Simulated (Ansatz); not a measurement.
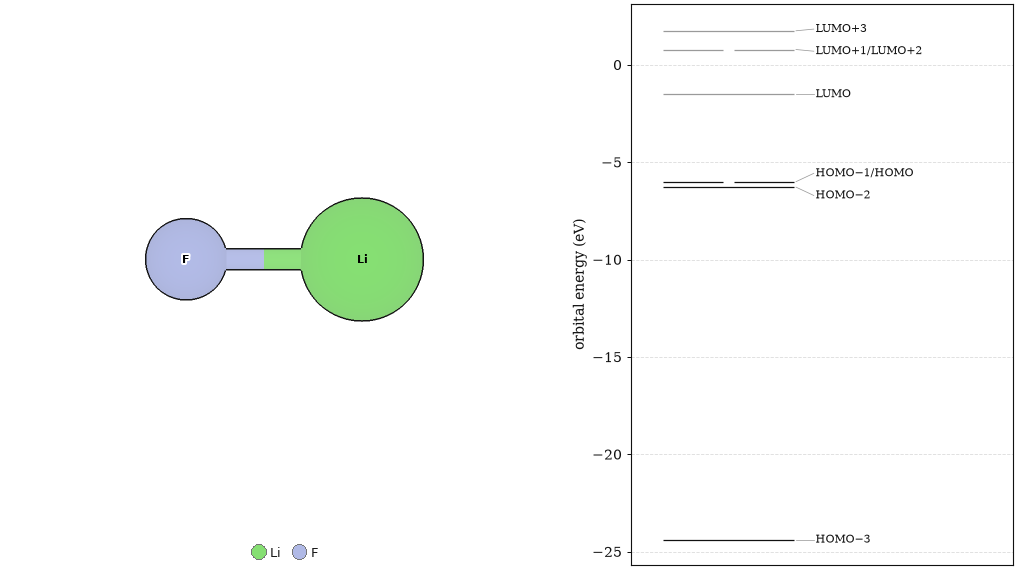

LiF, singlet. Kohn-Sham orbital energies near the frontier, PBE/def2-TZVPP with the Ansatz code, at a PBE0-D4/def2-TZVP geometry (a minimum by its frequencies), isolated molecule; empty levels in grey, levels within 0.03 eV side by side.

> Where do the frontier orbitals lie?

HOMO at −6.00 eV, LUMO at −1.51 eV, 4.49 eV apart.

> List the levels.

```tsv
orbital	energy (eV)
LUMO+3	1.75
LUMO+2	0.78
LUMO+1	0.78
LUMO	−1.51
HOMO	−6.00
HOMO−1	−6.00
HOMO−2	−6.28
HOMO−3	−24.39
```

Note: empty levels above zero depend strongly on the basis.
